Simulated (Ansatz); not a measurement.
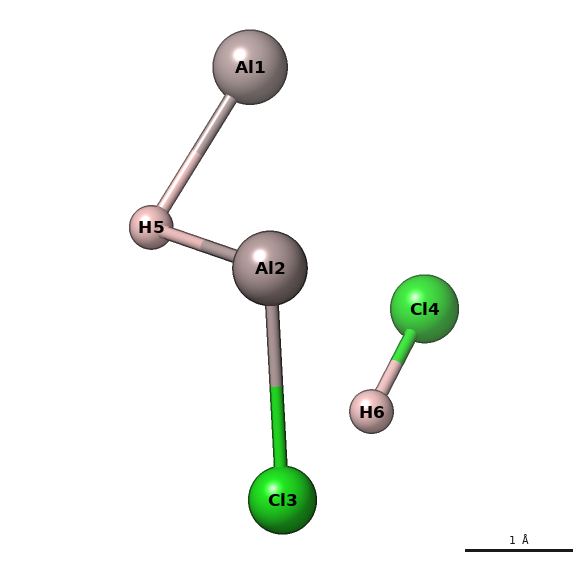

The geometry was computed by an optimisation with PBE0-D4/def2-TZVP. No frequency run is at hand to confirm it as a minimum.

Find the hydrogen bonds (donors O, N, F, S or Cl) and give their geometry.

```
     D–H···A  D–H (Å)  H···A (Å)  angle (°)            kind
Cl4–H6···Cl3     1.31       2.25        153  intermolecular
```
